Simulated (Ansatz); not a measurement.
# A computed series for HfB2: pressure series

Base system: HfB2 (space group P6/mmm, No. 191; a = 3.128 Å, c = 3.445 Å).

Cell and atoms are relaxed at each pressure.

Method: Ansatz (a program for electronic structure), PBEsol, PAW, cutoff 420 eV, no spin-orbit coupling.

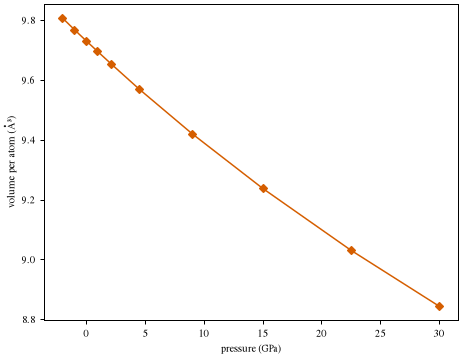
Fig. 1. Volume per atom against pressure

### Question
From the plot, what is the volume per atom for pressure 4.5 GPa?

### Answer
About 9.57 Å³.

### Question
Is the trend monotonic over the range shown?

### Answer
Yes, it falls throughout, spanning 8.84 Å³ to 9.81 Å³.

Load acts through the strain it causes; cell and atoms are relaxed under it. Stability against distortions was not tested. Competing high-pressure phases were not computed. The final runs are not spin-polarised.
